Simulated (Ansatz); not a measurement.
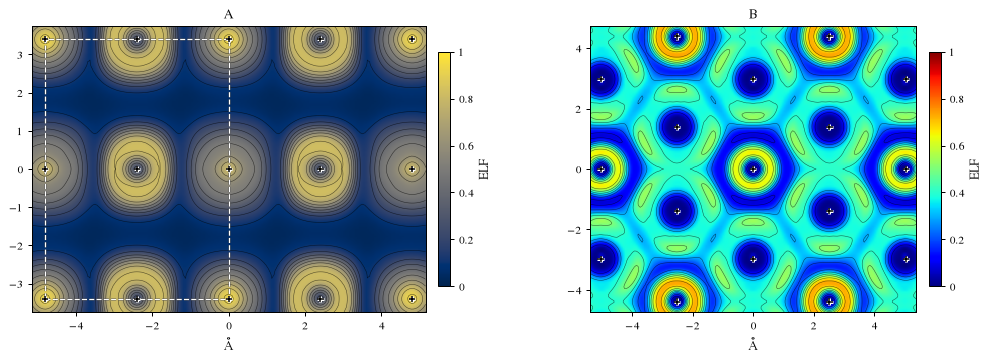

The electron localisation function of 2 systems, each on a plane through atoms (crosses mark nuclei in the plane).

Theory: DFT LDA, scalar-relativistic, plane waves, PAW in Ansatz.

System 1: Cd3HgO4, the (110) plane of the conventional cell. Space group Pm-3m; a structure generated by program, which may or may not match a known phase; computed pressure about −11 GPa in this cell.

```yaml
crystal:
  lattice:
    - [4.80896, 0.00000, 0.00000]
    - [0.00000, 4.80896, 0.00000]
    - [0.00000, 0.00000, 4.80896]
  atoms:
    - { symbol: Cd, position: [0.50000, 0.00000, 0.50000] }
    - { symbol: Cd, position: [0.50000, 0.50000, 0.00000] }
    - { symbol: Cd, position: [0.00000, 0.50000, 0.50000] }
    - { symbol: Hg, position: [0.00000, 0.00000, 0.00000] }
    - { symbol: O, position: [0.00000, 0.50000, 0.00000] }
    - { symbol: O, position: [0.50000, 0.50000, 0.50000] }
    - { symbol: O, position: [0.00000, 0.00000, 0.50000] }
    - { symbol: O, position: [0.50000, 0.00000, 0.00000] }
```

System 2: Ta3TiGe8, the (010) plane of the conventional cell. Space group C222; a structure generated by program, which may or may not match a known phase; computed pressure about −9 GPa in this cell; computed without spin polarisation.

Q: Match each panel to its system.

A: Panel A is system 1, Cd3HgO4: the plane holds Cd, Hg and O. Cd–O (2.40 Å): the ELF is about 0.10 at the midpoint (no shared electron pair shows on this line). Panel B is system 2, Ta3TiGe8: the plane holds Ti, Ta and Ge.
